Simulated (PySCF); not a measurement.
# C₂H₂F₂S: electronic excitations and core binding energies

Aim: predict the electronic excitations and core binding energies of C₂H₂F₂S (`FC(F)C=S`).

The runs use PySCF 2.14.0, with density-fitted response routines of our own; the level of theory stands in each step. All values are computed, except where a source is named. Atoms are numbered from 0 throughout.

### Step 1. The molecule as given

7 atoms, charge 0, multiplicity 1; geometry from: GFN2-xTB.

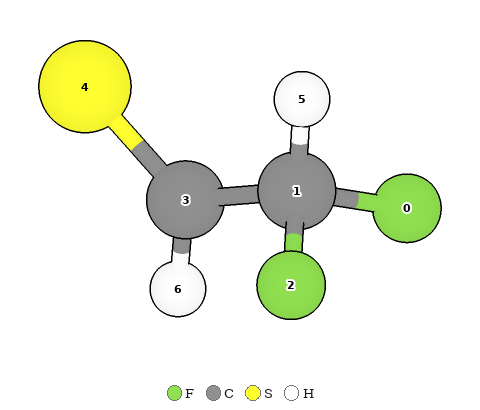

As it starts; fluorine green, carbon grey, sulfur yellow, hydrogen white, atoms numbered.

### Step 2. Excited states and response: PBE0/def2-SVPD

What the job is given:

```
{"job": {"kind": "uv", "xc": "PBE0", "basis": "def2-SVPD", "nstates": 8, "ntriplets": 3}, "charge": 0, "multiplicity": 1}
F     -1.340831     0.784058    -0.667413
C     -0.625201    -0.114514     0.052526
F     -1.016682     0.037702     1.341580
C      0.845624     0.171077    -0.077036
S      1.891571    -0.910766    -0.634941
H     -0.901126    -1.126497    -0.279329
H      1.149979     1.163845     0.237534
```

With the program's defaults for keys left out, this is: TDDFT PBE0/def2-SVPD, vertical, gas phase, core orbitals frozen in the response.

The log of the run:

```text
coarse grid: 7208 points
cycle   1  E = -674.3803515289  dE =  6.301e-01  |g| = 6.197e-01  |ddm| = 3.361e+00
cycle   2  E = -674.2622002841  dE =  1.182e-01  |g| = 1.004e+00  |ddm| = 1.421e+00
cycle   3  E = -674.4487861801  dE = -1.866e-01  |g| = 1.222e-01  |ddm| = 9.438e-01
cycle   4  E = -674.4520255564  dE = -3.239e-03  |g| = 5.832e-02  |ddm| = 2.019e-01
cycle   5  E = -674.4529484515  dE = -9.229e-04  |g| = 1.011e-02  |ddm| = 7.553e-02
cycle   6  E = -674.4529702646  dE = -2.181e-05  |g| = 2.212e-03  |ddm| = 1.511e-02
cycle   7  E = -674.4529714828  dE = -1.218e-06  |g| = 3.142e-04  |ddm| = 3.146e-03
final grid: 68120 points
cycle   8  E = -674.5254964636  dE = -1.109e-05  |g| = 8.578e-03  |ddm| = 4.220e-02
cycle   9  E = -674.5254399634  dE =  5.650e-05  |g| = 1.677e-02  |ddm| = 2.616e-02
cycle  10  E = -674.5255143856  dE = -7.442e-05  |g| = 1.386e-03  |ddm| = 1.918e-02
cycle  11  E = -674.5255148440  dE = -4.584e-07  |g| = 2.897e-04  |ddm| = 1.738e-03
cycle  12  E = -674.5255148585  dE = -1.446e-08  |g| = 7.188e-05  |ddm| = 3.321e-04
cycle  13  E = -674.5255148595  dE = -1.020e-09  |g| = 2.139e-05  |ddm| = 1.045e-04
cycle  14  E = -674.5255148596  dE = -1.166e-10  |g| = 3.663e-06  |ddm| = 3.349e-05
converged SCF energy = -674.5255148596

Static polarisability (au): isotropic 47.150, principal 37.709 41.941 61.800

Singlet excitations
state   eV       nm        f      main configurations
  1   2.2719    545.7   0.00000   H->L 1.00
  2   5.8217    213.0   0.00004   H-2->L 0.99
  3   6.3345    195.7   0.23613   H-1->L 0.93
  4   6.7268    184.3   0.00099   H-3->L 0.96
  5   6.9153    179.3   0.06484   H->L+1 0.93
  6   7.1587    173.2   0.04943   H->L+3 0.97
  7   7.3190    169.4   0.03988   H->L+2 0.96
  8   7.5256    164.7   0.00048   H-4->L 0.99

Triplet excitations (Tamm-Dancoff, eV): 1.6814 3.2462 5.3559
```

It took 10 s on 1 thread, shared host.

Frontier orbitals and where they lie:

```
orbital      eV                      atoms
 HOMO−3  -11.75   S4 47 %, C3 22 %, F0 8 %
 HOMO−2  -10.67  F2 25 %, F0 25 %, C1 19 %
 HOMO−1   -9.84           S4 49 %, C3 38 %
   HOMO   -7.44           S4 75 %, C3 15 %
   LUMO   -3.30           S4 46 %, C3 40 %
 LUMO+1    0.77  S4 53 %, C1 13 %, C3 11 %
 LUMO+2    0.98  S4 44 %, H5 15 %, H6 13 %
```

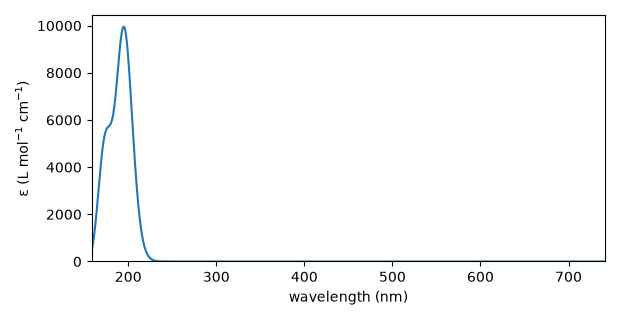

Absorption spectrum: each of the 8 states is a Gaussian band of 0.4 eV half-width at 1/e. Beyond the last state computed it falls off for lack of states.

Further results of this job:

| property | computed |
| --- | --- |
| dipole moment (D) | 0.56 |
| polarisability (Å³) | 6.99 |
| HOMO–LUMO gap (eV) | 4.14 |
| −ε(HOMO) (eV) | 7.44 |

### Step 3. Core holes by ΔSCF: SCAN, X2C

The job, as its differences from that of step 2:

```diff
@@ -1,2 +1,2 @@
-{"job": {"kind": "uv", "xc": "PBE0", "basis": "def2-SVPD", "nstates": 8, "ntriplets": 3}, "charge": 0, "multiplicity": 1}
+{"job": {"kind": "xps"}, "charge": 0, "multiplicity": 1}
 F     -1.340831     0.784058    -0.667413
```

With the program's defaults for keys left out, this is: delta-SCF UKS SCAN, pcX-2 on the ionised atom, pcseg-1 elsewhere, spin-free X2C.

The log of the run:

```text
ground state, core basis on atom 0 (F), 115 functions
  cycle   1  E = -676.28488675  |g| = 6.81e-01
  cycle   2  E = -676.10977395  |g| = 1.25e+00
  cycle   3  E = -676.35066156  |g| = 1.51e-01
  cycle   4  E = -676.35396093  |g| = 1.02e-01
  cycle   5  E = -676.35698269  |g| = 2.58e-02
  cycle   6  E = -676.35716217  |g| = 7.07e-03
  cycle   7  E = -676.35716974  |g| = 3.15e-03
  cycle   8  E = -676.35717260  |g| = 8.88e-04
  cycle   9  E = -676.35717299  |g| = 2.52e-04
  E(ground) = -676.37052848 Eh
hole in F 1s of atom 0
  cycle   1  E = -649.96966673  |g| = 2.58e+00
  cycle   2  E = -648.41579311  |g| = 2.60e+00
  cycle   3  E = -649.98978672  |g| = 1.14e+00
  cycle   4  E = -650.60602310  |g| = 6.68e-01
  cycle   5  E = -650.79776942  |g| = 3.23e-01
  cycle   6  E = -650.85860925  |g| = 7.21e-02
  cycle   7  E = -650.86056835  |g| = 2.92e-02
  cycle   8  E = -650.86086077  |g| = 1.04e-02
  cycle   9  E = -650.86089863  |g| = 1.43e-03
  cycle  10  E = -650.86090243  |g| = 6.42e-04
  cycle  11  E = -650.86090377  |g| = 4.99e-04
  E(ion) = -650.88185280 Eh   <S^2> = 0.7583   hole on atom = 1.000   binding energy = 693.582 eV
ground state, core basis on atom 1 (C), 115 functions
  cycle   1  E = -676.31988319  |g| = 1.00e-01
  cycle   2  E = -676.31727482  |g| = 1.50e-01
  cycle   3  E = -676.32077905  |g| = 2.67e-02
  cycle   4  E = -676.32069994  |g| = 2.86e-02
  cycle   5  E = -676.32094792  |g| = 3.31e-03
  cycle   6  E = -676.32095229  |g| = 8.90e-04
  cycle   7  E = -676.32095158  |g| = 2.02e-04
  E(ground) = -676.33197757 Eh
hole in C 1s of atom 1
  cycle   1  E = -664.88911217  |g| = 1.50e+00
  cycle   2  E = -660.86372020  |g| = 2.93e+00
  cycle   3  E = -664.63520844  |g| = 1.16e+00
  cycle   4  E = -665.32621871  |g| = 5.43e-01
  cycle   5  E = -665.41479748  |g| = 2.03e-01
  cycle   6  E = -665.42179980  |g| = 1.37e-01
  cycle   7  E = -665.43133695  |g| = 3.67e-02
  cycle   8  E = -665.43218488  |g| = 5.75e-03
  cycle   9  E = -665.43220908  |g| = 3.12e-03
  cycle  10  E = -665.43221257  |g| = 2.61e-03
  cycle  11  E = -665.43221495  |g| = 6.83e-04
  cycle  12  E = -665.43221516  |g| = 2.58e-04
  E(ion) = -665.44559795 Eh   <S^2> = 0.7739   hole on atom = 1.000   binding energy = 296.233 eV
ground state, core basis on atom 3 (C), 115 functions
  cycle   1  E = -676.31508494  |g| = 5.97e-02
  cycle   2  E = -676.31484061  |g| = 3.68e-02
  cycle   3  E = -676.31426788  |g| = 5.61e-02
  cycle   4  E = -676.31518389  |g| = 7.77e-03
  cycle   5  E = -676.31520076  |g| = 1.51e-03
  cycle   6  E = -676.31519924  |g| = 4.45e-04
  E(ground) = -676.32648707 Eh
hole in C 1s of atom 3
  cycle   1  E = -664.96424264  |g| = 1.51e+00
  cycle   2  E = -663.59064656  |g| = 2.22e+00
  cycle   3  E = -665.30133279  |g| = 6.81e-01
  cycle   4  E = -665.43777245  |g| = 4.24e-01
  cycle   5  E = -665.54073951  |g| = 1.08e-01
  cycle   6  E = -665.54625594  |g| = 6.27e-02
  cycle   7  E = -665.54817018  |g| = 1.95e-02
  cycle   8  E = -665.54875018  |g| = 1.27e-02
  cycle   9  E = -665.54916615  |g| = 7.87e-03
  cycle  10  E = -665.54938272  |g| = 4.75e-03
  cycle  11  E = -665.54940561  |g| = 3.62e-03
  cycle  12  E = -665.54941219  |g| = 1.94e-03
  cycle  13  E = -665.54941613  |g| = 1.31e-03
  cycle  14  E = -665.54941817  |g| = 7.29e-04
  cycle  15  E = -665.54942210  |g| = 4.69e-04
  E(ion) = -665.56357674 Eh   <S^2> = 1.0739   hole on atom = 1.000   binding energy = 292.874 eV
ground state, core basis on atom 4 (S), 126 functions
  cycle   1  E = -676.45977994  |g| = 4.06e-01
  cycle   2  E = -676.45575121  |g| = 1.24e-01
  cycle   3  E = -676.43118132  |g| = 3.16e-01
  cycle   4  E = -676.46048757  |g| = 1.56e-02
  cycle   5  E = -676.46052958  |g| = 8.05e-03
  cycle   6  E = -676.46054112  |g| = 1.51e-03
  cycle   7  E = -676.46053950  |g| = 7.08e-04
  cycle   8  E = -676.46054216  |g| = 1.76e-04
  E(ground) = -676.45733528 Eh
hole in S 1s of atom 4
  cycle   1  E = -584.20090341  |g| = 5.08e+00
  cycle   2  E = -583.69045094  |g| = 2.51e+00
  cycle   3  E = -580.02266628  |g| = 2.71e+00
  cycle   4  E = -585.26028893  |g| = 5.38e-01
  cycle   5  E = -585.08373394  |g| = 8.61e-01
  cycle   6  E = -585.39704119  |g| = 1.32e-01
  cycle   7  E = -585.40369316  |g| = 6.21e-02
  cycle   8  E = -585.40557175  |g| = 1.12e-02
  cycle   9  E = -585.40562024  |g| = 2.05e-03
  cycle  10  E = -585.40562189  |g| = 7.90e-04
  cycle  11  E = -585.40562198  |g| = 6.32e-04
  cycle  12  E = -585.40562265  |g| = 3.12e-04
  E(ion) = -585.39502163 Eh   <S^2> = 0.7520   hole on atom = 1.000   binding energy = 2477.932 eV
hole in S 2p of atom 4
  cycle   1  E = -669.76201304  |g| = 1.52e+00
  cycle   2  E = -669.15356720  |g| = 1.60e+00
  cycle   3  E = -669.94026979  |g| = 7.80e-01
  cycle   4  E = -670.18657750  |g| = 1.24e-01
  cycle   5  E = -670.18661288  |g| = 1.12e-01
  cycle   6  E = -670.19177209  |g| = 5.31e-02
  cycle   7  E = -670.19323659  |g| = 2.02e-02
  cycle   8  E = -670.19343414  |g| = 3.95e-03
  cycle   9  E = -670.19344271  |g| = 1.16e-03
  cycle  10  E = -670.19344520  |g| = 1.17e-03
  cycle  11  E = -670.19344571  |g| = 5.72e-04
  cycle  12  E = -670.19344631  |g| = 1.79e-04
  E(ion) = -670.19848606 Eh   <S^2> = 0.7539   hole on atom = 1.001   binding energy = 170.312 eV
  2p3/2 = 170.136 eV   2p1/2 = 171.400 eV
```

Run time: 18 s. Hardware: 1 thread, shared host.

Binding energies by hole, beside the orbital energy of the ground state; the difference holds orbital relaxation and, for a density functional, its self-interaction error:

```csv
hole,stands for,environment,ΔSCF (eV; 2p as the shell's mean),−ε (eV),⟨S²⟩
F1s on F0,"F0, F2",fluorine of a CF2 group,693.58,667.6,0.758
C1s on C1,C1,sp3 CH bonded to 2 F,296.23,278.7,0.774
C1s on C3,C3,thiocarbonyl carbon,292.87 (doubtful),276.5,1.074
S1s on S4,S4,thione sulfur,2477.93,2415.5,0.752
S2p on S4,S4,thione sulfur,170.56,158.6,0.754
```

Each hole run stands for the others of its class of like atoms.

Doubtful: the ion did not converge, its hole moved, or its ⟨S²⟩ is well above 0.75.

With the spin-orbit splitting: S4 2p3/2 170.14, 2p1/2 171.40 eV. The table gives each 2p level as the mean over the whole 2p shell (two parts 2p3/2, one part 2p1/2), which differs a little from the single hole in the log.

### Step 4. Outcome

```
                                                    quantity                        value
                             lowest singlet (PBE0/def2-SVPD)  2.27 eV (546 nm), f = 0.000
                    brightest single state of those computed  state 3, 6.33 eV, f = 0.236
                                              lowest triplet                      1.68 eV
                            F1s binding energies, SCAN/pcX-2                 F0 693.58 eV
C1s binding energies, SCAN/pcX-2 (standing for 1 of 2 atoms)                 C1 296.23 eV
                            S1s binding energies, SCAN/pcX-2                S4 2477.93 eV
                            S2p binding energies, SCAN/pcX-2                 S4 170.56 eV
```

**Reading.** The first singlet state (HOMO→LUMO 1.00) lies at 2.27 eV and is dark; of the 8 states computed, the strongest absorption comes from state 3 at 6.33 eV. The lowest triplet lies 0.59 eV below the lowest singlet (triplets in Tamm-Dancoff, singlets in full TDDFT).
